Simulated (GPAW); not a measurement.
**Near-edge structure at the Li K edge of LiPb (Pm-3m)**

What does one-electron theory with a core hole give for the Li K edge of LiPb (Pm-3m)?

Calculated with GPAW 26.7.0; X-ray absorption from dipole matrix elements to empty bands, plane-wave PAW LDA, without spin-orbit coupling.

The database entry behind the starting cell is an old determination (1941), so it need not match the best structure at ambient conditions.

## (1) The starting structure

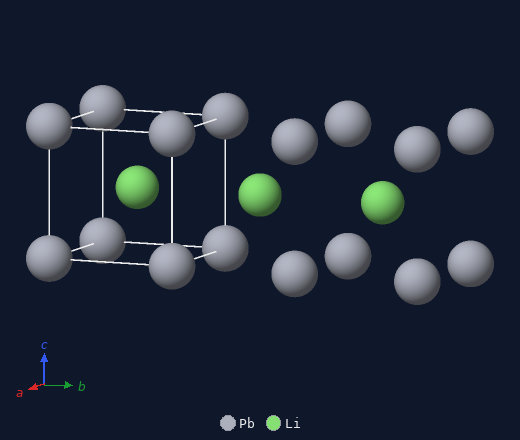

Start, viewed slightly off an axis; lead light grey, lithium green. 1×3×1 cells are drawn. Some periodic images of atoms are drawn too.

Coordinates:

```xyz
2
Lattice="3.5220 0.0000 0.0000 0.0000 3.5220 0.0000 0.0000 0.0000 3.5220" Properties=species:S:1:pos:R:3 pbc="T T T"
Pb    0.0000    0.0000    0.0000
Li    1.7610    1.7610    1.7610
```

## (2) The field without a hole

The ground state comes first: it tells whether the system has a gap, which decides how the excited electron is treated.

Contents of scf.py:

```python
import numpy as np
from ase import Atoms
from ase.parallel import parprint, paropen
from gpaw import GPAW, PW, FermiDirac, Mixer, MixerDif, setup_paths
from gpaw.test import gen
setup_paths.insert(0, '.')
gen('Li', name='nch1s', xcname='LDA', corehole=(1, 0, 0), write_xml=True)
from gpaw.mpi import world
world.barrier()

atoms = Atoms('PbLi',
    cell=[[3.522, 0, 0],
     [0, 3.522, 0],
     [0, 0, 3.522]],
    scaled_positions=[[0, 0, 0],
     [0.5, 0.5, 0.5]],
    pbc=True)
atoms.calc = calc = GPAW(legacy_gpaw=True, mode=PW(500, force_complex_dtype=True), xc='LDA', setups={1: 'nch1s'},
    kpts={'size': (7, 7, 7), 'gamma': True}, occupations=FermiDirac(0.05),
    charge=0, mixer=Mixer(0.1, 5, 50), maxiter=150,
    convergence={'density': 0.0001, 'eigenstates': 1e-6}, txt='scf.txt')
energy = atoms.get_potential_energy() + calc.get_reference_energy()
ef = calc.get_fermi_level()
out = dict(energy=energy, fermi=ef, forces=atoms.get_forces().tolist())
parprint(f'all-electron energy {energy:.4f} eV, Fermi level {ef:.4f} eV')
ev = np.array([[calc.get_eigenvalues(k, s) for k in range(len(calc.get_ibz_k_points()))] for s in range(calc.get_number_of_spins())])
out['homo'], out['lumo'], out['counts'] = ev[ev < ef].max(), ev[ev > ef].min(), sorted(set((ev < ef).sum((0, 2)).tolist()))
out['filled'] = (ev[:, 0] < ef).sum(1).tolist()
import json
with paropen('out.json', 'w') as f:
    json.dump(out, f)
```

Command:

```bash
$ OMP_NUM_THREADS=1 mpirun -n 4 gpaw python scf.py
```

Numbers of over 12 decimals in the logs are rounded to 6 here.

Log:

```text
Input parameters:
  convergence: {density: 0.0001,
                eigenstates: 1e-06}
  kpts: {gamma: True,
         size: (7, 7, 7)}
  maxiter: 150
  mixer: {backend: pulay,
          beta: 0.1,
          method: separate,
          nmaxold: 5,
          weight: 50}
  mode: {ecut: 500.0,
         force_complex_dtype: True,
         name: pw}
  occupations: {fixmagmom: False,
                name: fermi-dirac,
                width: 0.05}
  setups: {1: nch1s}

Initialize ...

[... PAW data sets ...]

Reference energy: -567170.542435  # eV

Spin-paired calculation

[... convergence settings ...]
Symmetries present (total): 48
  [... symmetry matrices ...]

343 k-points: 7 x 7 x 7 Monkhorst-Pack grid
20 k-points in the irreducible part of the Brillouin zone
       k-points in crystal coordinates                weights
   0:     0.00000000    0.00000000    0.00000000          1/343
   1:     0.14285714    0.00000000    0.00000000          6/343
   2:     0.14285714    0.14285714    0.00000000         12/343
   3:     0.14285714    0.14285714    0.14285714          8/343
   4:     0.28571429    0.00000000    0.00000000          6/343
   5:     0.28571429    0.14285714    0.00000000         24/343
   6:     0.28571429    0.14285714    0.14285714         24/343
   7:     0.28571429    0.28571429    0.00000000         12/343
   8:     0.28571429    0.28571429    0.14285714         24/343
   9:     0.28571429    0.28571429    0.28571429          8/343
          ...
  19:     0.42857143    0.42857143    0.42857143          8/343

Wave functions: Plane wave expansion
  Cutoff energy: 500.000 eV
  Number of coefficients (min, max): 1082, 1141
  Pulay-stress correction: 0.000000 eV/Ang^3 (de/decut=0.000000)
  Using FFTW library
  Wavefunction extrapolation:
    Improved wavefunction reuse through dual PAW basis

Occupation numbers: Fermi-Dirac:
  width: 0.0500  # eV

Eigensolver
   Davidson(niter=2)

Densities:
  Coarse grid: 20*20*20 grid
  Fine grid: 40*40*40 grid
  Total Charge: 0.000000

Density mixing:
  Method: separate
  Backend: pulay
  Linear mixing parameter: 0.1
  old densities: 5
  Width of damping distribution: 1.1
  Damping of long wavelength oscillations: 50

[... Hamiltonian set-up ...]
Number of atoms: 2
Number of atomic orbitals: 13
Number of bands in calculation: 13
Number of valence electrons: 15
Bands to converge: occupied

... initialized

Initializing position-dependent things.

Density initialized from atomic densities
Creating initial wave functions:
  13 bands from LCAO basis set

Positions:
   0 Pb     0.000000    0.000000    0.000000    ( 0.0000,  0.0000,  0.0000)
   1 Li     1.761000    1.761000    1.761000    ( 0.0000,  0.0000,  0.0000)

Unit cell:
           periodic     x           y           z      points  spacing
  1. axis:    yes    3.522000    0.000000    0.000000    20     0.1761
  2. axis:    yes    0.000000    3.522000    0.000000    20     0.1761
  3. axis:    yes    0.000000    0.000000    3.522000    20     0.1761

  Lengths:   3.522000   3.522000   3.522000
  Angles:   90.000000  90.000000  90.000000

Effective grid spacing dv^(1/3) = 0.1761

iter:   1    -7.369745
iter:   2    -7.343696   -1.67  -1.53
iter:   3    -7.258715   -1.54  -1.59
iter:   4    -7.262183   -2.63  -2.14
iter:   5    -7.256719c  -2.83  -2.26
iter:   6    -7.256508c  -3.51  -2.51
iter:   7    -7.256359c  -4.86  -2.88
iter:   8    -7.256069c  -4.46  -2.86
iter:   9    -7.256078c  -5.27  -3.14
iter:  10    -7.256076c  -7.19c -3.48
iter:  11    -7.256090c  -5.66  -3.43
iter:  12    -7.256091c  -6.49c -4.35c

Converged after 12 iterations.

Dipole moment: (0.000000, -0.000000, -0.000000) |e|*Ang

Energy contributions relative to reference atoms: (reference = -567170.542435)

Kinetic:         +7.282954
Potential:       -6.964683
External:        +0.000000
XC:              -7.615606
Entropy (-ST):   -0.002393
Local:           +0.042441
SIC:             +0.000000
--------------------------
Free energy:     -7.257287
Extrapolated:    -7.256091

Showing only first 2 kpts
 Kpt  Band  Eigenvalues  Occupancy
  0     5     -5.08145    2.00000
  0     6      7.71059    0.00000
  0     7      7.71059    0.00000
  0     8      7.71059    0.00000

  1     5     -4.87885    2.00000
  1     6      5.90120    0.00000
  1     7      7.99200    0.00000
  1     8      7.99200    0.00000

Fermi level: 5.19742

No gap
No difference between direct/indirect transitions

Forces in eV/Ang:
  0 Pb    0.00000    0.00000    0.00000
  1 Li    0.00000    0.00000    0.00000
Scalar-relativistic atomic LDA calculation for Li (Lithium, Z=3)
Core hole in 1s state (1s occupation: 2.0)
300 radial gridpoints.
|------------------------------------------------|
|------------------------------------------------|
[... the atom generator's iteration count ...]

Energy contributions:
-------------------------
Kinetic:       +7.239206
XC:            -1.652020
Potential:    -12.922674
-------------------------
Total:         -7.335488

state      eigenvalue         ekin         rmax
-----------------------------------------------
1s^2.0 :    -1.878344     3.502985        0.365
2s^1.0 :    -0.105610     0.233235        3.124
2p^0.0 :    -0.041382     0.137004        3.898
-----------------------------------------------
(units: Bohr and Hartree)

Generating PAW setup
Kinetic energy of the core from tauc = 7.006868
Cutoffs:
rc(s)=2.000
rc(p)=2.000
rc(d)=2.000
rc(vbar)=1.800
rc(comp)=2.000
rc(nct)=2.000

Kinetic energy of the core states: 7.005971
Charge: 0.0
Core electrons: 2.0
Valence electrons: 1.0
Pseudo-core charge: 0.168869
Shape function alpha=2.500
Pseudo-electron charge 1.164086
state    eigenvalue         norm
--------------------------------
2s(1) :    -0.105610     0.995217
*s    :     0.894390
2p(0) :    -0.041382     0.995581
*p    :     0.958618
*d    :     0.000000
--------------------------------

Diagonalizing with gridspacing h=0.050

state   all-electron     PAW
-------------------------------
2s:      -0.105610    -0.105589
2p:      -0.041382    -0.041286
*d:                    0.026692
*f:                    0.061621
-------------------------------
all-electron energy -567177.7985 eV, Fermi level 5.1974 eV
```

The job ended after 4.8 s (4 MPI ranks of AMD EPYC 9R14 (Zen 4), shared host; peak memory 0.17 GiB; 18 s of CPU time).

The mesh shows no gap, so the system is treated as a metal and the core electron is put at the Fermi level (neutral cell).

## (3) Spectrum without a core hole, Li atom 2

This cheap baseline ignores the attraction of the hole: it shows the absorber's empty states as they are in the ground state. The data set with a hole of occupation 0 only carries the core orbital.

The absorber has 8 Pb at 3.05 Å and 6 Li at 3.52 Å (cube and octahedron, as in bcc, site symmetry m-3m).

Contents of xas.py:

```python
import numpy as np
from ase import Atoms
from ase.parallel import parprint, paropen
from gpaw import GPAW, PW, FermiDirac, Mixer, MixerDif, setup_paths
from gpaw.test import gen
setup_paths.insert(0, '.')
gen('Li', name='nch1s', xcname='LDA', corehole=(1, 0, 0), write_xml=True)
from gpaw.mpi import world
world.barrier()

atoms = Atoms('PbLi',
    cell=[[3.522, 0, 0],
     [0, 3.522, 0],
     [0, 0, 3.522]],
    scaled_positions=[[0, 0, 0],
     [0.5, 0.5, 0.5]],
    pbc=True)
atoms.calc = calc = GPAW(legacy_gpaw=True, mode=PW(500, force_complex_dtype=True), xc='LDA', setups={1: 'nch1s'},
    kpts={'size': (10, 10, 10), 'gamma': True}, occupations=FermiDirac(0.1),
    charge=0, mixer=Mixer(0.1, 5, 50), maxiter=150,
    convergence={'density': 0.0001, 'eigenstates': 1e-6}, txt='scf.txt')
energy = atoms.get_potential_energy() + calc.get_reference_energy()
ef = calc.get_fermi_level()
out = dict(energy=energy, fermi=ef, forces=atoms.get_forces().tolist())
parprint(f'all-electron energy {energy:.4f} eV, Fermi level {ef:.4f} eV')
ev = np.array([[calc.get_eigenvalues(k, s) for k in range(len(calc.get_ibz_k_points()))] for s in range(calc.get_number_of_spins())])
out['homo'], out['lumo'], out['counts'] = ev[ev < ef].max(), ev[ev > ef].min(), sorted(set((ev < ef).sum((0, 2)).tolist()))
out['filled'] = (ev[:, 0] < ef).sum(1).tolist()

from ase.units import Ha
from gpaw.xas import dipole_matrix_elements
nb = int(calc.get_number_of_electrons() / 2) + 29
top = nb
nscf = calc.fixed_density(kpts={'size': (9, 9, 9), 'gamma': True},
    convergence={'eigenstates': 1.0}, txt='nscf.txt')
nscf.diagonalize_full_hamiltonian(nbands=nb)
cell = atoms.cell.array
ops = [cell.T @ U.T @ np.linalg.inv(cell.T) for U in nscf.wfs.kd.symmetry.op_scc]
E = np.arange(-25, 34, 0.1)
fwhm = np.interp(E, [4, 25], [0.9, 3.5])
Y, X, zero, highest = 0, 0, 1e9, 1e9
for spin in range(nscf.get_number_of_spins()):
    wfs = nscf.wfs
    mine = wfs.bd.get_slice()  # this rank's bands
    A = dipole_matrix_elements(wfs.setups[1])
    eps = np.zeros((wfs.kd.nibzkpts, nb))
    d = np.zeros((3, A.shape[1], wfs.kd.nibzkpts, nb), complex)
    for kpt in wfs.kpt_u:
        if kpt.s == spin and 1 in kpt.P_ani:
            eps[kpt.k, mine] = kpt.eps_n * Ha
            d[:, :, kpt.k, mine] = (kpt.weight * wfs.nspins / 2) ** 0.5 * np.inner(A, kpt.P_ani[1])
    world.sum(eps)
    world.sum(d)
    T = np.einsum('amkn,bmkn->abkn', d, d.conj()).real
    T = sum(np.einsum('ai,ijkn,bj->abkn', R, T, R) for R in ops) / len(ops)
    empty = eps > ef
    zero, highest = min(zero, eps[empty].min()), min(highest, eps[:, top - 1].min())
    lines = [(eps, T, empty)] if spin == 0 else lines + [(eps, T, empty)]
for eps, T, empty in lines:
    f = np.einsum('aakn->akn', T).reshape(3, -1)
    x = eps.ravel() - zero
    w = np.interp(x, E, fwhm) / 2.35482
    g = np.exp(-0.5 * ((E[:, None] - x) / w) ** 2) / (w * (2 * np.pi) ** 0.5)
    Y = Y + (f * empty.ravel()) @ g.T
    X = X + (f * ~empty.ravel()) @ g.T
out.update(E=E.round(2).tolist(), xas=Y.tolist(), xes=X.tolist(), zero=zero, valid=highest - zero, nk=len(eps), nb=nb)
for i in range(0, len(E), 10):
    parprint(f'{E[i]:7.2f}', *(f'{v:10.3e}' for v in Y[:, i]))
import json
with paropen('out.json', 'w') as f:
    json.dump(out, f)
```

Command:

```bash
$ OMP_NUM_THREADS=1 mpirun -n 4 gpaw python xas.py
```

Log:

```text
Input parameters:
  convergence: {density: 0.0001,
                eigenstates: 1e-06}
  kpts: {gamma: True,
         size: (10, 10, 10)}
  maxiter: 150
  mixer: {backend: pulay,
          beta: 0.1,
          method: separate,
          nmaxold: 5,
          weight: 50}
  mode: {ecut: 500.0,
         force_complex_dtype: True,
         name: pw}
  occupations: {fixmagmom: False,
                name: fermi-dirac,
[...]
*p    :     0.958618
*d    :     0.000000
--------------------------------

Diagonalizing with gridspacing h=0.050

state   all-electron     PAW
-------------------------------
2s:      -0.105610    -0.105589
2p:      -0.041382    -0.041286
*d:                    0.026692
*f:                    0.061621
-------------------------------
all-electron energy -567177.7703 eV, Fermi level 5.4377 eV
[...]
32.00  1.523e-03  1.523e-03  1.523e-03
  33.00  1.160e-03  1.160e-03  1.160e-03
[key lines of the parts left out:]
Converged after 12 iterations.
Dipole moment: (0.000000, 0.000000, 0.000000) |e|*Ang
Free energy:     -7.237393
Fermi level: 5.43774
```

The job ended after 20 s (4 MPI ranks; peak memory 0.32 GiB).

The Li K spectrum, Li atom 2, no core hole (energy from the lowest empty level; intensity scaled to a mean of 1 over the first 20 eV):

```tsv
E (eV)	intensity
-2.0	0.00
-0.5	0.04
1.0	0.27
2.5	0.60
4.0	0.64
5.5	0.78
7.0	1.69
8.5	2.38
10.0	1.61
11.5	0.82
13.0	0.62
14.5	0.80
16.0	0.80
17.5	0.87
19.0	1.13
20.5	1.24
22.0	0.97
23.5	0.81
25.0	0.83
26.5	0.85
```

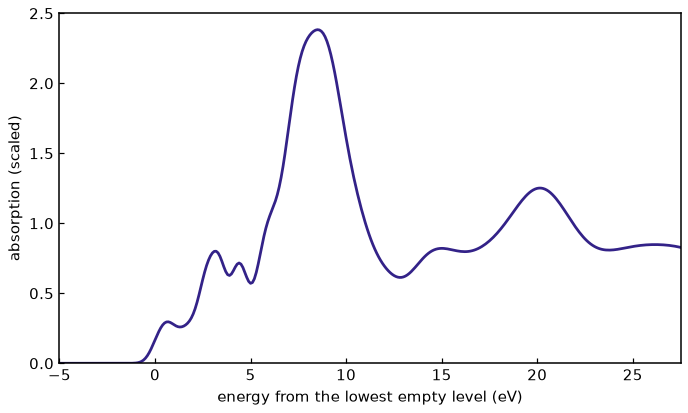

The Li K edge, Li atom 2, no core hole: main maxima at 3.2, 8.5 and 20.1 eV.

Main maxima below 24 eV (height): 3.2 eV (0.80), 4.4 eV (0.72), 8.5 eV (2.38) and 20.1 eV (1.25). A K edge sees empty p states on the absorber.

The same matrix elements for filled bands give the Li K emission of Li atom 2 (ground-state approximation; energy from the lowest empty level, largest value 1):

```tsv
E (eV)	emission
-24.0	0.00
-22.5	0.00
-21.0	0.00
-19.5	0.00
-18.0	0.00
-16.5	0.03
-15.0	0.00
-13.5	0.00
-12.0	0.00
-10.5	0.01
-9.0	0.20
-7.5	0.09
-6.0	0.00
-4.5	0.00
-3.0	0.62
-1.5	0.95
0.0	0.21
1.5	0.00
3.0	0.00
```

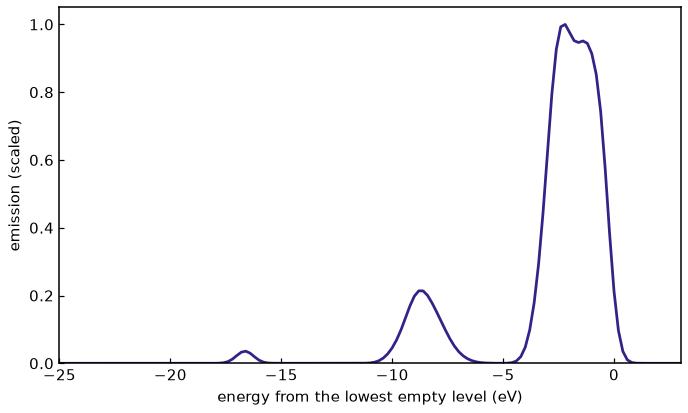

X-ray emission from the filled bands.

Emission maxima: -8.8 eV (0.21) and -2.2 eV (1.00).

## (4) Reference energy of the supercell

The photon energy needs a difference of total energies, so the cell and mesh of the coming hole run are first run without a hole.

scf.py: that of step 2 with these lines changed.

```diff
@@ -10,11 +10,17 @@
 
-atoms = Atoms('PbLi',
-    cell=[[3.522, 0, 0],
-     [0, 3.522, 0],
-     [0, 0, 3.522]],
+atoms = Atoms('Pb4Li4',
+    cell=[[3.522, 3.522, 3.522],
+     [-3.522, 3.522, -3.522],
+     [-3.522, 3.522, 3.522]],
     scaled_positions=[[0, 0, 0],
-     [0.5, 0.5, 0.5]],
+     [0.5, 0.5, 0],
+     [0, 0.5, 0.5],
+     [0.5, 0, 0.5],
+     [0.5, 0, 0],
+     [0, 0.5, 0],
+     [0.5, 0.5, 0.5],
+     [0, 0, 0.5]],
     pbc=True)
-atoms.calc = calc = GPAW(legacy_gpaw=True, mode=PW(500, force_complex_dtype=True), xc='LDA', setups={1: 'nch1s'},
-    kpts={'size': (7, 7, 7), 'gamma': True}, occupations=FermiDirac(0.05),
+atoms.calc = calc = GPAW(legacy_gpaw=True, mode=PW(500, force_complex_dtype=True), xc='LDA', setups={4: 'nch1s'},
+    kpts={'size': (5, 5, 5), 'gamma': True}, occupations=FermiDirac(0.1),
     charge=0, mixer=Mixer(0.1, 5, 50), maxiter=150,
```

Command:

```bash
$ OMP_NUM_THREADS=1 mpirun -n 4 gpaw python scf.py
```

Log:

```text
Input parameters:
  convergence: {density: 0.0001,
                eigenstates: 1e-06}
  kpts: {gamma: True,
         size: (5, 5, 5)}
  maxiter: 150
  mixer: {backend: pulay,
          beta: 0.1,
          method: separate,
          nmaxold: 5,
          weight: 50}
  mode: {ecut: 500.0,
         force_complex_dtype: True,
         name: pw}
  occupations: {fixmagmom: False,
                name: fermi-dirac,
[...]
2s(1) :    -0.105610     0.995217
*s    :     0.894390
2p(0) :    -0.041382     0.995581
*p    :     0.958618
*d    :     0.000000
--------------------------------

Diagonalizing with gridspacing h=0.050

state   all-electron     PAW
-------------------------------
2s:      -0.105610    -0.105589
2p:      -0.041382    -0.041286
*d:                    0.026692
*f:                    0.061621
-------------------------------
all-electron energy -2268711.0231 eV, Fermi level 5.4668 eV
[key lines of the parts left out:]
Converged after 14 iterations.
Dipole moment: (0.000000, -0.000000, 0.000000) |e|*Ang
Free energy:    -28.892404
Fermi level: 5.46676
```

The job ended after 15 s (4 MPI ranks; peak memory 0.25 GiB).

Reference energy: -2268711.023 eV with the cores included.

[end of part 1 of 2]

[Banner, clock and machine lines of the logs are left out without a mark of their own.]

[Logs are printed without paths, hosts, clocks, repeated set-up lines and the standing remarks that a program may print on its own settings, such as how far it seeks lower states.]

[Hosts, paths, dates, database ids (printed as entryN), source tags and the programs' standing remarks are cut or masked in the printed files.]

[Lists of maxima count a maximum above −3 eV only where it reaches 4 % of the highest in the window and stands out from its surroundings by 2 % of it (1.5 % where it reaches 55 %); shoulders and weaker maxima are passed over, and of the rest the first, up to two pre-edge ones and the few strongest are named.]
